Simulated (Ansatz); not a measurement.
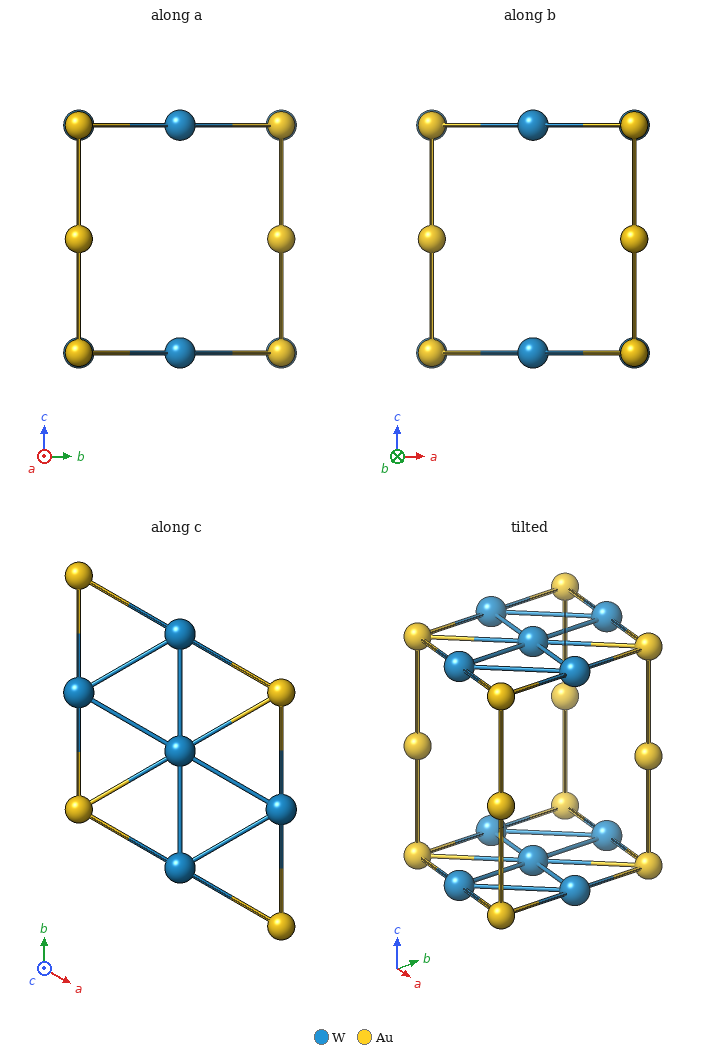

Crystal structure, ball-and-stick style, seen along the a axis, along the b axis, along the c axis and slightly off an axis. One conventional unit cell is outlined, and atoms on its boundary appear in each equivalent place.

Lattice parameters: a = 5.3333 Å, b = 5.3333 Å, c = 5.1947 Å, α = 90.000°, β = 90.000°, γ = 120.000°.

**Give the structure in the form of a CIF in P1 with every atom of the cell.**

```cif
data_structure
_symmetry_space_group_name_H-M 'P 1'
_symmetry_Int_Tables_number 1
_cell_length_a 5.3333
_cell_length_b 5.3333
_cell_length_c 5.1947
_cell_angle_alpha 90.000
_cell_angle_beta 90.000
_cell_angle_gamma 120.000
_cell_volume 127.96
loop_
_atom_site_label
_atom_site_type_symbol
_atom_site_fract_x
_atom_site_fract_y
_atom_site_fract_z
_atom_site_occupancy
W1 W 0.5000 0.0000 0.0000 1
W2 W 0.0000 0.5000 0.0000 1
W3 W 0.5000 0.5000 0.0000 1
Au1 Au 0.0000 0.0000 0.5000 1
Au2 Au 0.0000 0.0000 0.0000 1
```

The model was built from a random cell made by a generator, so it need not be a real form of the compound. Relaxation method: DFT PBE, scalar-relativistic, plane waves, PAW (Ansatz).
